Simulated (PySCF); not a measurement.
**CaHg: from the state search to spectroscopic constants**

What are the lowest state that PBE0 finds, the bond length, vibrational wavenumber and bond energy of CaHg, and how much do these hang on the method?

The runs use PySCF 2.14.0; Ca def2-SVP, Hg def2-SVP with ECP60, scalar-relativistic core potentials.

**1. Input**

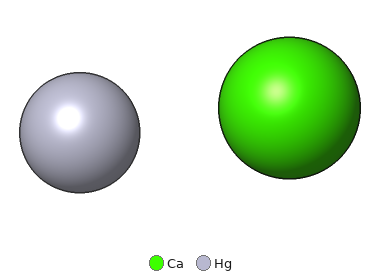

The two atoms at the starting distance (calcium green, mercury light grey).

The job is set up so:

| Quantity | Value |
| --- | --- |
| atoms | Ca, Hg |
| charge | 0 |
| basis | Ca def2-SVP, Hg def2-SVP with ECP60 |
| Hamiltonian | scalar-relativistic core potentials |
| basis functions | 56 |
| electrons treated | 40 |
| masses in u | 39.9626, 201.9706 |
| levels | PBE0, PBE, r²SCAN, B2PLYP, M06-2X, BLYP, HF, MP2, SCS-MP2, CCSD, CCSD(T) |
| grid | 80 radial by 434 angular points |
| occupations | held fixed by the projection of orbital angular momentum |
| dissociation limit | Ca + Hg, each in its ground configuration |
| starting distance in angstrom | 2.965 |
| values of 2S to try | 0, 2 |

Command:

```sh
OMP_NUM_THREADS=1 python dia.py task.json out
```

The runs that follow: First curve: PBE0; Excited determinants; PBE (GGA); r²SCAN (meta-GGA); B2PLYP (double hybrid); M06-2X; BLYP (GGA); RHF (mean field); Correlated methods on the Hartree–Fock reference.

Q: Predict the outcome of this session. Wanted: for each run, Re; ωe; De; μ.

The runs gave:

Lowest PBE0 solution found, without spin–orbit coupling: ¹Σ⁺ (singlet), closed shell. The other levels ran on it alone.

| level | Re (Å) | ωe (cm⁻¹) | De (eV) | μ (D) |
| --- | --- | --- | --- | --- |
| RHF-MP2 | 3.999 | 38.6 | 0.083 | n/a |
| RHF-SCS-MP2 | 4.243 | 29.6 | 0.050 | n/a |
| RHF-CCSD | 4.343 | 26.7 | 0.039 | n/a |
| RHF-CCSD(T) | 4.184 | 32.1 | 0.056 | n/a |
| PBE | 3.738 | 50.5 | 0.104 | -0.08 |
| BLYP | 3.948 | 32.6 | 0.014 | -0.18 |
| r²SCAN | 3.715 | 48.4 | 0.091 | 0.04 |
| PBE0 | 3.884 | 42.3 | 0.074 | -0.02 |
| M06-2X | 4.171 | 37.0 | 0.069 | -0.05 |
| B2PLYP | 4.106 | 29.8 | 0.032 | 0.06 |

De is counted to Ca + Hg in their ground configurations. A positive dipole means Ca(−)Hg(+). No constants: RHF (no minimum is bracketed among the points kept).

What this shows: The methods spread over 0.628 Å in bond length, from r²SCAN to RHF-CCSD. CCSD(T) can't serve as the judge here: for a weak bond in this basis it is far from its limit. Of the levels with a De here, BLYP gives the least (0.014 eV) and PBE the most (0.104 eV).

Correlated steps freeze 5 core orbitals. Spin–orbit coupling is left out. B2PLYP dipoles, levels and charges come from its SCF part alone. The bond is weak, and basis-set superposition, which was not computed, may be a sizeable part of it.
